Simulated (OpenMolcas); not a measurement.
**Relativistic diatomic calculation for MgBe (part 2 of 2)**

Continued. System: MgBe. Method: SA-CASSCF(4,8)/XMS-CASPT2 + RASSI spin-orbit (X2C scalar, AMFI), ANO-RCC-VTZP (OpenMolcas).

### Output (extracts), continued
```
++ Dipole transition strengths (spin-free states):
     for osc. strength at least  1.00000000E-05
      From   To        Osc. strength     Einstein coefficients Ax, Ay, Az (sec-1)    Total A (sec-1)
         1   11       8.77787765E-03  3.02202933E+06  3.82057234E+00  0.00000000E+00  3.02203316E+06
         1   12       8.77787859E-03  3.82057152E+00  3.02203026E+06  0.00000000E+00  3.02203409E+06
         1    2       2.92603831E-01  0.00000000E+00  0.00000000E+00  1.62430287E+08  1.62430287E+08
         1   13       1.47851201E-02  9.65544449E+06  1.65815527E+01  0.00000000E+00  9.65546107E+06
         1   14       1.47851206E-02  1.65815647E+01  9.65544591E+06  0.00000000E+00  9.65546249E+06
         3    5       1.38622651E-04  1.12613103E+02  1.35496428E-04  0.00000000E+00  1.12613238E+02
         3    6       1.38622777E-04  1.35496922E-04  1.12613429E+02  0.00000000E+00  1.12613564E+02
         3    7       1.05741902E-04  8.79223447E-02  4.51696131E+03  0.00000000E+00  4.51704924E+03
         3    8       1.05741903E-04  4.51696221E+03  8.79223862E-02  0.00000000E+00  4.51705013E+03
         3    4       1.15573729E-02  0.00000000E+00  0.00000000E+00  1.55665289E+06  1.55665289E+06
         3    9       2.38182467E-03  4.22833324E+05  4.18280517E+01  0.00000000E+00  4.22875152E+05
         3   10       2.38182458E-03  4.18280613E+01  4.22833333E+05  0.00000000E+00  4.22875161E+05
         5    8       5.96752388E-03  0.00000000E+00  0.00000000E+00  1.89458553E+05  1.89458553E+05
         5    4       4.53948025E-04  5.20137326E+04  6.10873754E-02  0.00000000E+00  5.20137937E+04
         5    9       9.17574025E-04  0.00000000E+00  0.00000000E+00  1.41614408E+05  1.41614408E+05
         6    7       5.96752215E-03  0.00000000E+00  0.00000000E+00  1.89458396E+05  1.89458396E+05
         6    4       4.53948044E-04  6.10872591E-02  5.20137260E+04  0.00000000E+00  5.20137871E+04
         6   10       9.17573825E-04  0.00000000E+00  0.00000000E+00  1.41614366E+05  1.41614366E+05
         7    4       2.55402469E-04  1.37000864E-01  6.56415334E+03  0.00000000E+00  6.56429034E+03
         7   10       1.59656181E-03  0.00000000E+00  0.00000000E+00  7.35783860E+04  7.35783860E+04
         8    4       2.55402460E-04  6.56415151E+03  1.37000812E-01  0.00000000E+00  6.56428851E+03
         8    9       1.59656207E-03  0.00000000E+00  0.00000000E+00  7.35783750E+04  7.35783750E+04
        11    2       9.87124451E-04  2.47398052E+04  3.15752318E-02  0.00000000E+00  2.47398368E+04
        11   13       7.21095240E-03  0.00000000E+00  0.00000000E+00  3.53352288E+05  3.53352288E+05
        12    2       9.87124095E-04  3.15752112E-02  2.47397778E+04  0.00000000E+00  2.47398094E+04
        12   14       7.21095240E-03  0.00000000E+00  0.00000000E+00  3.53352248E+05  3.53352248E+05
         2   13       2.33749581E-04  9.29307121E+02  1.61123491E-03  0.00000000E+00  9.29308732E+02
         2   14       2.33749759E-04  1.61123652E-03  9.29309190E+02  0.00000000E+00  9.29310801E+02
 Electric-quadrupole - electric-quadrupole not included
 Electric-dipole - electric-octupole not included
 Electric-dipole - magnetic-quadrupole not included
   Eigenvalues of complex Hamiltonian:
  (Shifted by EMIN (a.u.) =       -214.7535515473)
 SO State       Relative EMIN(au)   Rel lowest level(eV)    D:o, cm**(-1)      Omega
     1            -0.0000000042        0.0000000000              0.0000         0.0
     2             0.0660261057        1.7966619794          14491.0561         0.0
     3             0.0660263489        1.7966685968          14491.1095         1.0
     4             0.0660263489        1.7966685968          14491.1095         1.0
     5             0.0710233506        1.9326439411          15587.8246         0.0
     6             0.0710237656        1.9326552350          15587.9157         0.0
     7             0.0710551490        1.9335092199          15594.8036         1.0
     8             0.0710551540        1.9335093555          15594.8047         1.0
     9             0.0710865091        1.9343625708          15601.6863         2.0
    10             0.0710865091        1.9343625708          15601.6863         2.0
    11             0.1024465678        2.7877132413          22484.4236         0.0
    12             0.1024466050        2.7877142523          22484.4318         0.0
    13             0.1024889754        2.7888672096          22493.7310         1.0
    14             0.1024889788        2.7888673029          22493.7318         1.0
    15             0.1025320955        2.7900405692          22503.1948         2.0
    16             0.1025320955        2.7900405692          22503.1948         2.0
    17             0.1035144351        2.8167713904          22718.7934         1.0
    18             0.1035144455        2.8167716734          22718.7957         1.0
    19             0.1307723998        3.5584983975          28701.2252         1.0
    20             0.1307723998        3.5584983975          28701.2252         1.0
    21             0.1307724445        3.5584996140          28701.2350         0.0
    22             0.1314431491        3.5767504136          28848.4376         0.0
    23             0.1403348616        3.8187062370          30799.9429         0.0
    24             0.1403349062        3.8187074512          30799.9527         0.0
    25             0.1403615378        3.8194321347          30805.7977         1.0
    26             0.1403615402        3.8194321991          30805.7982         1.0
    27             0.1403892948        3.8201874421          30811.8897         2.0
    28             0.1403892948        3.8201874421          30811.8897         2.0
    29             0.1425674401        3.8794577936          31289.9373         1.0
    30             0.1425674482        3.8794580153          31289.9391         1.0
 Weights of the five most important spin-orbit-free states for each spin-orbit state.
 SO State  Total energy (au)           Spin-free states, spin, and weights
    1        -0.000000       1 0.0  1.0000    9 1.0  0.0000   10 1.0  0.0000    5 1.0  0.0000    6 1.0  0.0000
    2         0.066026       3 1.0  0.9999    5 1.0  0.0000    6 1.0  0.0000    7 1.0  0.0000    8 1.0  0.0000
    3         0.066026       3 1.0  1.0000    5 1.0  0.0000    6 1.0  0.0000    7 1.0  0.0000    8 1.0  0.0000
    4         0.066026       3 1.0  1.0000    5 1.0  0.0000    6 1.0  0.0000    7 1.0  0.0000    8 1.0  0.0000
    5         0.071023       5 1.0  0.5000    6 1.0  0.5000    7 1.0  0.0000    8 1.0  0.0000    2 0.0  0.0000
    6         0.071024       5 1.0  0.5000    6 1.0  0.4999    3 1.0  0.0001    7 1.0  0.0000    8 1.0  0.0000
    7         0.071055       5 1.0  1.0000    3 1.0  0.0000   12 0.0  0.0000    4 1.0  0.0000   14 0.0  0.0000
    8         0.071055       6 1.0  1.0000    3 1.0  0.0000   11 0.0  0.0000    4 1.0  0.0000   13 0.0  0.0000
    9         0.071087       6 1.0  0.5000    5 1.0  0.5000    8 1.0  0.0000    7 1.0  0.0000    9 1.0  0.0000
   10         0.071087       6 1.0  0.5000    5 1.0  0.5000    8 1.0  0.0000    7 1.0  0.0000    9 1.0  0.0000
   11         0.102447       7 1.0  0.5000    8 1.0  0.5000    2 0.0  0.0000    5 1.0  0.0000    6 1.0  0.0000
   12         0.102447       7 1.0  0.5000    8 1.0  0.5000    4 1.0  0.0000    3 1.0  0.0000    5 1.0  0.0000
   13         0.102489       7 1.0  0.9997   11 0.0  0.0003    4 1.0  0.0000    3 1.0  0.0000   13 0.0  0.0000
   14         0.102489       8 1.0  0.9997   12 0.0  0.0003    4 1.0  0.0000    3 1.0  0.0000   14 0.0  0.0000
   15         0.102532       8 1.0  0.5000    7 1.0  0.5000    6 1.0  0.0000    5 1.0  0.0000   10 1.0  0.0000
   16         0.102532       8 1.0  0.5000    7 1.0  0.5000    6 1.0  0.0000    5 1.0  0.0000   10 1.0  0.0000
   17         0.103514      11 0.0  0.9997    7 1.0  0.0003    6 1.0  0.0000    3 1.0  0.0000    4 1.0  0.0000
   18         0.103514      12 0.0  0.9997    8 1.0  0.0003    5 1.0  0.0000    3 1.0  0.0000    4 1.0  0.0000
   19         0.130772       4 1.0  1.0000    8 1.0  0.0000    7 1.0  0.0000   12 0.0  0.0000   11 0.0  0.0000
   20         0.130772       4 1.0  1.0000    8 1.0  0.0000    7 1.0  0.0000   12 0.0  0.0000   11 0.0  0.0000
   21         0.130772       4 1.0  1.0000    8 1.0  0.0000    7 1.0  0.0000    6 1.0  0.0000    5 1.0  0.0000
   22         0.131443       2 0.0  1.0000    9 1.0  0.0000   10 1.0  0.0000    8 1.0  0.0000    7 1.0  0.0000
   23         0.140335       9 1.0  0.5000   10 1.0  0.5000    4 1.0  0.0000    3 1.0  0.0000    7 1.0  0.0000
   24         0.140335       9 1.0  0.5000   10 1.0  0.5000    2 0.0  0.0000    7 1.0  0.0000    8 1.0  0.0000
   25         0.140362       9 1.0  0.9998   14 0.0  0.0002    4 1.0  0.0000   12 0.0  0.0000    3 1.0  0.0000
   26         0.140362      10 1.0  0.9998   13 0.0  0.0002    4 1.0  0.0000   11 0.0  0.0000    3 1.0  0.0000
   27         0.140389      10 1.0  0.5000    9 1.0  0.5000    8 1.0  0.0000    7 1.0  0.0000    5 1.0  0.0000
   28         0.140389      10 1.0  0.5000    9 1.0  0.5000    8 1.0  0.0000    7 1.0  0.0000    5 1.0  0.0000
   29         0.142567      13 0.0  0.9998   10 1.0  0.0002    3 1.0  0.0000    4 1.0  0.0000    7 1.0  0.0000
   30         0.142567      14 0.0  0.9998    9 1.0  0.0002    3 1.0  0.0000    4 1.0  0.0000    8 1.0  0.0000
++ Dipole transition strengths (SO states):
        for osc. strength at least   1.00000000E-05
      From   To        Osc. strength     Einstein coefficients Ax, Ay, Az (sec-1)    Total A (sec-1)
         1   17       8.77487138E-03  3.02101555E+06  3.82695671E+00  0.00000000E+00  3.02101938E+06
         1   18       8.77487236E-03  3.82695585E+00  3.02101649E+06  0.00000000E+00  3.02102032E+06
         1   22       2.92601488E-01  0.00000000E+00  0.00000000E+00  1.62428918E+08  1.62428918E+08
         1   29       1.47817210E-02  9.65330148E+06  1.65082840E+01  0.00000000E+00  9.65331798E+06
         1   30       1.47817215E-02  1.65082959E+01  9.65330291E+06  0.00000000E+00  9.65331942E+06
         2    7       1.38635615E-04  1.12656415E+02  1.35548277E-04  0.00000000E+00  1.12656551E+02
         2    8       1.38635741E-04  1.35548771E-04  1.12656741E+02  0.00000000E+00  1.12656877E+02
         2   13       1.05703681E-04  8.78467265E-02  4.51537927E+03  0.00000000E+00  4.51546711E+03
         2   14       1.05703682E-04  4.51538018E+03  8.78467674E-02  0.00000000E+00  4.51546803E+03
         2   21       1.15565238E-02  0.00000000E+00  0.00000000E+00  1.55656956E+06  1.55656956E+06
         2   25       2.38101390E-03  4.22689655E+05  4.17906774E+01  0.00000000E+00  4.22731445E+05
         2   26       2.38101380E-03  4.17906871E+01  4.22689663E+05  0.00000000E+00  4.22731454E+05
         3    5       6.89499402E-05  2.76610101E+01  2.76566471E+01  0.00000000E+00  5.53176571E+01
         3    6       6.89619099E-05  2.76704221E+01  2.76660293E+01  0.00000000E+00  5.53364514E+01
         3    9       1.39344681E-04  5.73146194E+01  5.73237010E+01  0.00000000E+00  1.14638320E+02
         3   11       5.25666038E-05  1.12010416E+03  1.12019443E+03  0.00000000E+00  2.24029859E+03
         3   12       5.25738353E-05  1.12026052E+03  1.12035084E+03  0.00000000E+00  2.24061136E+03
         3   15       1.06345237E-04  2.27687250E+03  2.27669102E+03  0.00000000E+00  4.55356352E+03
         3   19       1.15569325E-02  0.00000000E+00  0.00000000E+00  1.55661077E+06  1.55661077E+06
         3   23       1.18983183E-03  1.05551047E+05  1.05541843E+05  0.00000000E+00  2.11092890E+05
         3   24       1.18981237E-03  1.05549453E+05  1.05540238E+05  0.00000000E+00  2.11089691E+05
         3   27       2.38380940E-03  2.11761348E+05  2.11779776E+05  0.00000000E+00  4.23541124E+05
         4    5       6.89499483E-05  2.76610132E+01  2.76566503E+01  0.00000000E+00  5.53176635E+01
         4    6       6.89619019E-05  2.76704189E+01  2.76660260E+01  0.00000000E+00  5.53364450E+01
         4   10       1.39344681E-04  5.73146194E+01  5.73237010E+01  0.00000000E+00  1.14638320E+02
         4   11       5.25666034E-05  1.12010415E+03  1.12019442E+03  0.00000000E+00  2.24029858E+03
         4   12       5.25738357E-05  1.12026053E+03  1.12035085E+03  0.00000000E+00  2.24061138E+03
         4   16       1.06345237E-04  2.27687250E+03  2.27669102E+03  0.00000000E+00  4.55356352E+03
         4   20       1.15569325E-02  0.00000000E+00  0.00000000E+00  1.55661077E+06  1.55661077E+06
         4   23       1.18983184E-03  1.05551047E+05  1.05541843E+05  0.00000000E+00  2.11092891E+05
         4   24       1.18981237E-03  1.05549452E+05  1.05540238E+05
```

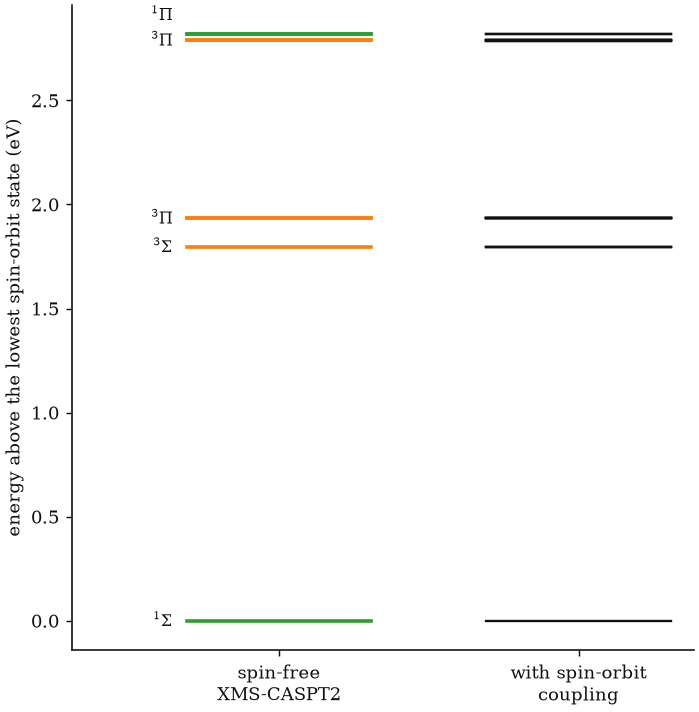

Figure 1. States up to 3.5 eV at 3.057 Å, without spin-orbit coupling (left, a colour for each spin multiplicity) and with it (right, where close levels merge). The spin-free states run ¹Σ (0.00 eV), ³Σ (1.80 eV), ³Π (1.93 eV), ³Π (2.79 eV), ¹Π (2.82 eV) from the lowest. The lowest spin-orbit levels have |Ω| = 0 (0 cm⁻¹), 0 (14,491 cm⁻¹), 1 (14,491 cm⁻¹), 0 (15,588 cm⁻¹), 1 (15,595 cm⁻¹).

Outcome of the run: converged.
